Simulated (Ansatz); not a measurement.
## AlHCl₃F: molecular dynamics (part 3 of 3)

Continued. System: AlHCl₃F. Method: UKS BLYP-D4/cc-pVDZ (Ansatz 0.2.0). It belongs to a series of runs on one base structure; here: dynamics from the highest image of the converged band.

Geometry of the input (Å):
```
Al -0.2792  -0.4427  0.2328
F  -0.7335  1.2481  -0.3241
Cl -1.0087  -1.9613  -1.0563
Cl -0.2652  -0.6359  2.3454
H  0.5121  1.3166  -0.6231
Cl 1.7746  0.4750  -0.5749
```

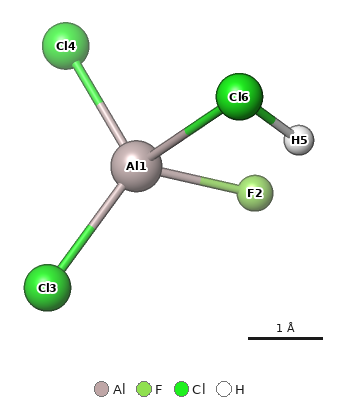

Fig. 1: The geometry at step 86 of the log (ball-and-stick view, seen at an oblique angle; atoms are numbered from 1 in the order of the input).

### Output, continued
```
md step   199: t =    99.50 fs  T =   164.3 K  F+E_penalty+E_count = -46904.11935066 eV  E_kin = 0.084935 eV  conserved = -46904.03441557 eV  (27 SCF iters)
these checks for a lower state are left out or cut short: starts, cluster_reference, orbital_swaps, neighbouring_geometries, increment
1239 factors; their error is unknown
mean field -46903.74004261 eV, -1723.6806540690 hartree, gradient 4.3e-5 eV, S^2 0.000000; 0 other end points of the search recorded, 0 dependent functions left out
the calculation of the forces begins
reference -46903.74039071 eV, -1723.6806668614 hartree; 37, 37 occupied and 54, 54 virtual orbitals, 1239 factors
1239 factors; their error is unknown
mean field -46903.74004261 eV, -1723.6806540690 hartree, gradient 4.3e-5 eV, S^2 0.000000; 1 other end points of the search recorded, 0 dependent functions left out
the calculation of the forces begins
reference -46903.74039071 eV, -1723.6806668614 hartree; 37, 37 occupied and 54, 54 virtual orbitals, 1239 factors
md step   200: t =   100.00 fs  T =   152.5 K  F+E_penalty+E_count = -46904.11318560 eV  E_kin = 0.078864 eV  conserved = -46904.03432157 eV  (28 SCF iters)
```

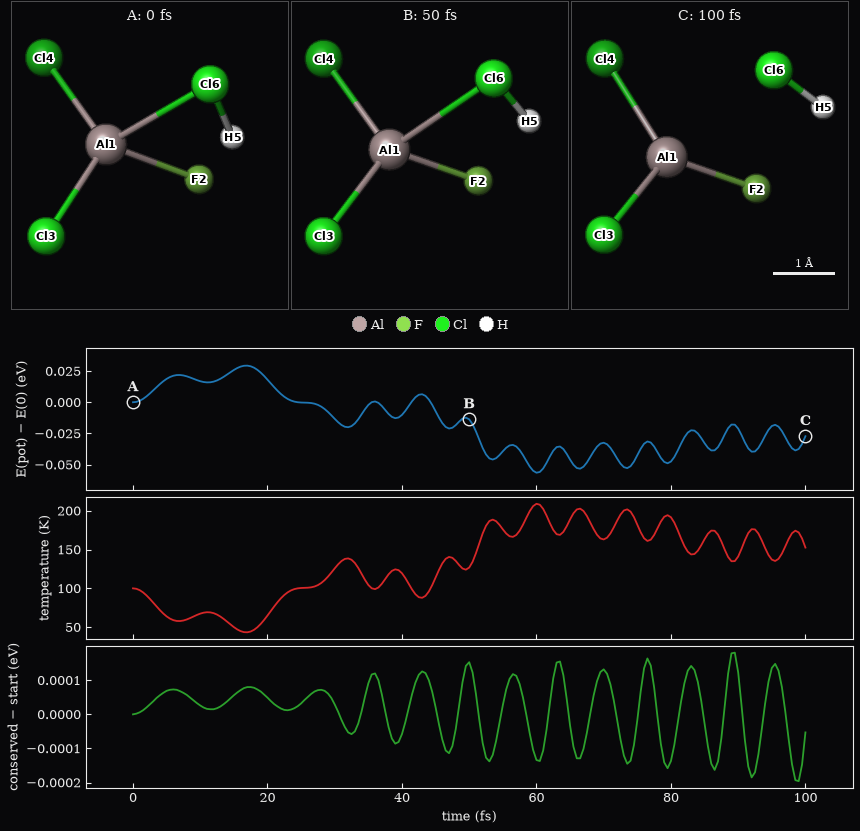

Fig. 2: Frames of the molecular dynamics (ball-and-stick, seen at a tilt) above the curves, on which the letters mark them. The trajectory kept here has 201 frames over 100 fs. The temperature starts at 100 K, ranges from 43 to 209 K and averages 171 K over the second half. The potential energy ends 0.027 eV below its first value. The conserved quantity stays within 0.00038 eV. After an unweighted best fit of the last frame on the first, the root-mean-square displacement is 0.38 Å, and H5 has moved furthest (0.68 Å).

```
Total energy: -46904.11353369 eV, -1723.6943796132 hartree
Atom 0 at    -0.586852    -0.339467     0.239372 Å, force     0.168047     0.158038    -0.269405 eV/Å
Atom 1 at    -0.954463     1.231499    -0.334473 Å, force     0.054526    -0.121044     0.087985 eV/Å
Atom 2 at    -1.008417    -2.002339    -1.006396 Å, force    -0.005082    -0.012702    -0.092623 eV/Å
Atom 3 at    -0.194489    -0.684679     2.283194 Å, force     0.011553     0.044267     0.243576 eV/Å
Atom 4 at     1.324844     1.532876    -0.830983 Å, force    -0.411462     0.588431    -0.157956 eV/Å
Atom 5 at     2.033052     0.489116    -0.556077 Å, force     0.182419    -0.656990     0.188423 eV/Å
Dipole moment:     0.303281     0.275316    -0.143492 e Å
```

### Trajectory as extended XYZ (Å, eV, eV/Å), 15 of the 201 frames kept, from step=0 to step=200
```
6
Properties=species:S:1:pos:R:3:forces:R:3 step=0 time_fs=0.0 energy=-46904.08597 temperature=100.0
Al   -0.2792   -0.4427    0.2328   -0.0070   0.0056   0.0015
F    -0.7335    1.2481   -0.3241   -0.0027  -0.0070   0.0028
Cl   -1.0087   -1.9613   -1.0563   -0.0001  -0.0006  -0.0009
Cl   -0.2652   -0.6359    2.3454    0.0015  -0.0015   0.0003
H     0.5121    1.3166   -0.6231    0.0064   0.0019  -0.0048
Cl    1.7746    0.4750   -0.5749    0.0019   0.0016   0.0011
6
Properties=species:S:1:pos:R:3:forces:R:3 step=14 time_fs=7.0 energy=-46904.06412 temperature=57.9
Al   -0.2952   -0.4527    0.2330    0.1963   0.6250  -0.1698
F    -0.7383    1.2607   -0.3307    0.2479  -0.2107   0.0395
Cl   -1.0120   -1.9639   -1.0460   -0.0838  -0.1632  -0.1512
Cl   -0.2629   -0.6412    2.3369   -0.0077  -0.0119   0.1370
H     0.5296    1.3712   -0.6323    0.0135  -0.4159   0.1286
Cl    1.7898    0.4823   -0.5730   -0.3661   0.1766   0.0159
6
Properties=species:S:1:pos:R:3:forces:R:3 step=29 time_fs=14.5 energy=-46904.06187 temperature=53.5
Al   -0.3092   -0.4521    0.2302    0.0404   0.7045  -0.1143
F    -0.7376    1.2676   -0.3363    0.1278  -0.5952   0.2029
Cl   -1.0166   -1.9691   -1.0371   -0.0940  -0.2163  -0.2192
Cl   -0.2605   -0.6470    2.3296    0.0060  -0.0090   0.1854
H     0.5545    1.2750   -0.5970   -0.0172   0.3050  -0.1303
Cl    1.8016    0.4919   -0.5705   -0.0629  -0.1890   0.0755
6
Properties=species:S:1:pos:R:3:forces:R:3 step=43 time_fs=21.5 energy=-46904.07677 temperature=82.2
Al   -0.3211   -0.4392    0.2255    0.0624   0.4572  -0.0720
F    -0.7334    1.2602   -0.3369   -0.0010  -0.3968   0.1370
Cl   -1.0221   -1.9767   -1.0317   -0.0532  -0.1290  -0.1686
Cl   -0.2582   -0.6525    2.3254    0.0052   0.0049   0.1533
H     0.5760    1.2869   -0.6110    0.1039   0.1959  -0.0966
Cl    1.8111    0.4988   -0.5674   -0.1173  -0.1322   0.0469
6
Properties=species:S:1:pos:R:3:forces:R:3 step=57 time_fs=28.5 energy=-46904.09139 temperature=110.6
Al   -0.3320   -0.4184    0.2195    0.0206   0.1240  -0.0408
F    -0.7293    1.2435   -0.3343   -0.1662   0.0261  -0.0034
Cl   -1.0283   -1.9860   -1.0284    0.0376   0.0259  -0.0533
Cl   -0.2559   -0.6580    2.3231    0.0194   0.0135   0.0719
H     0.6500    1.3680   -0.6624    0.2933  -0.3682   0.0952
Cl    1.8189    0.5044   -0.5637   -0.2045   0.1787  -0.0697
6
Properties=species:S:1:pos:R:3:forces:R:3 step=71 time_fs=35.5 energy=-46904.08590 temperature=100.1
Al   -0.3433   -0.3953    0.2129   -0.3652  -0.2509   0.0896
F    -0.7297    1.2264   -0.3314   -0.4418   0.1523   0.0011
Cl   -1.0340   -1.9949   -1.0259    0.1603   0.1683   0.0584
Cl   -0.2532   -0.6634    2.3218    0.0688   0.0141  -0.0351
H     0.8077    1.3563   -0.6899   -0.5776   0.5897  -0.1037
Cl    1.8262    0.5107   -0.5607    1.1555  -0.6735  -0.0103
6
Properties=species:S:1:pos:R:3:forces:R:3 step=86 time_fs=43.0 energy=-46904.07955 temperature=87.8
Al   -0.3609   -0.3764    0.2078   -0.1338  -0.8160   0.2346
F    -0.7418    1.2145   -0.3291   -0.5071   0.7512  -0.2141
Cl   -1.0378   -2.0020   -1.0224    0.1933   0.2741   0.1190
Cl   -0.2494   -0.6688    2.3198    0.0565   0.0412  -0.1228
H     0.8423    1.4661   -0.7344    0.4444  -0.6516   0.1741
Cl    1.8451    0.5121   -0.5583   -0.0532   0.4012  -0.1908
6
Properties=species:S:1:pos:R:3:forces:R:3 step=100 time_fs=50.0 energy=-46904.09967 temperature=126.8
Al   -0.3809   -0.3718    0.2068   -0.3019  -0.4885   0.1849
F    -0.7658    1.2197   -0.3313   -0.3541   0.3328  -0.0788
Cl   -1.0387   -2.0051   -1.0176    0.1966   0.2320   0.0835
Cl   -0.2450   -0.6734    2.3164    0.0757   0.0411  -0.1227
H     0.9530    1.4253   -0.7318   -0.6863   0.7152  -0.1393
Cl    1.8666    0.5146   -0.5578    1.0700  -0.8326   0.0724
6
Properties=species:S:1:pos:R:3:forces:R:3 step=114 time_fs=57.0 energy=-46904.12142 temperature=168.8
Al   -0.4052   -0.3756    0.2090   -0.1499   0.0894   0.0290
F    -0.7983    1.2338   -0.3358   -0.0543  -0.0598   0.0227
Cl   -1.0371   -2.0051   -1.0117    0.1247   0.1141  -0.0156
Cl   -0.2397   -0.6774    2.3114    0.0562   0.0460  -0.0604
H     0.9369    1.4896   -0.7439    0.4854  -0.6936   0.1666
Cl    1.8961    0.5121   -0.5576   -0.4622   0.5038  -0.1423
6
Properties=species:S:1:pos:R:3:forces:R:3 step=129 time_fs=64.5 energy=-46904.12732 temperature=180.1
Al   -0.4351   -0.3776    0.2119   -0.2446   0.6457  -0.0607
F    -0.8346    1.2460   -0.3396    0.1810  -0.6072   0.1976
Cl   -1.0335   -2.0035   -1.0057    0.0672  -0.0365  -0.1340
Cl   -0.2331   -0.6810    2.3052    0.0613   0.0448   0.0104
H     0.9978    1.4146   -0.7184   -0.5491   0.5931  -0.1212
Cl    1.9264    0.5112   -0.5583    0.4843  -0.6399   0.1079
6
Properties=species:S:1:pos:R:3:forces:R:3 step=143 time_fs=71.5 energy=-46904.12656 temperature=178.6
Al   -0.4667   -0.3690    0.2138   -0.0486   0.4641   0.0099
F    -0.8643    1.2439   -0.3387    0.2414  -0.4101   0.1242
Cl   -1.0292   -2.0023   -1.0019    0.0215  -0.0803  -0.1814
Cl   -0.2262   -0.6838    2.2995    0.0353   0.0648   0.0330
H     0.9637    1.4374   -0.7146    0.5092  -0.4713   0.0685
Cl    1.9561    0.5068   -0.5585   -0.7588   0.4329  -0.0541
6
Properties=species:S:1:pos:R:3:forces:R:3 step=157 time_fs=78.5 energy=-46904.13053 temperature=186.0
Al   -0.4996   -0.3528    0.2160    0.0143  -0.0778   0.1527
F    -0.8884    1.2317   -0.3347    0.1257  -0.0104   0.0005
Cl   -1.0246   -2.0022   -1.0004    0.0259  -0.0423  -0.1579
Cl   -0.2187   -0.6857    2.2942    0.0265   0.0807   0.0309
H     1.0264    1.3894   -0.7068   -0.2884   0.4663  -0.1254
Cl    1.9801    0.5041   -0.5587    0.0961  -0.4165   0.0993
6
Properties=species:S:1:pos:R:3:forces:R:3 step=171 time_fs=85.5 energy=-46904.12245 temperature=170.4
Al   -0.5319   -0.3381    0.2208    0.2162  -0.6788   0.2377
F    -0.9094    1.2198   -0.3309   -0.0233   0.5423  -0.1791
Cl   -1.0196   -2.0025   -1.0009    0.0243   0.0254  -0.1066
Cl   -0.2109   -0.6865    2.2893    0.0066   0.0899   0.0571
H     1.0634    1.4401   -0.7341    0.3442  -0.2047   0.0046
Cl    2.0021    0.4990   -0.5582   -0.5681   0.2259  -0.0136
6
Properties=species:S:1:pos:R:3:forces:R:3 step=186 time_fs=93.0 energy=-46904.12263 temperature=170.7
Al   -0.5625   -0.3343    0.2301    0.2558  -0.5196   0.0437
F    -0.9323    1.2204   -0.3312   -0.0432   0.4467  -0.1294
Cl   -1.0139   -2.0026   -1.0031    0.0128   0.0322  -0.0830
Cl   -0.2025   -0.6860    2.2851    0.0051   0.0708   0.1549
H     1.1765    1.5042   -0.7851    0.3006  -0.3015   0.0527
Cl    2.0203    0.4936   -0.5572   -0.5312   0.2715  -0.0390
6
Properties=species:S:1:pos:R:3:forces:R:3 step=200 time_fs=100.0 energy=-46904.11319 temperature=152.5
Al   -0.5869   -0.3395    0.2394    0.1680   0.1580  -0.2694
F    -0.9545    1.2315   -0.3345    0.0545  -0.1210   0.0880
Cl   -1.0084   -2.0023   -1.0064   -0.0051  -0.0127  -0.0926
Cl   -0.1945   -0.6847    2.2832    0.0116   0.0443   0.2436
H     1.3248    1.5329   -0.8310   -0.4115   0.5884  -0.1580
Cl    2.0331    0.4891   -0.5561    0.1824  -0.6570   0.1884
```

### Summary

```tsv
quantity	value
outcome	finished
mean temperature over the second half	171 K
trajectory	200 steps, 100 fs
ensemble	nve
temperature in the input	100.0 K
time step	0.5 fs
potential energy (last step)	−46904.1135 eV
mean-field energy (last step)	−46903.7404 eV
largest force (length of the vector) (last step)	0.735 eV/Å
wall time	4.7 min (CPU time 9 min)
peak memory	0.21 GiB
```

### Remarks

So short a trajectory is not equilibrated.
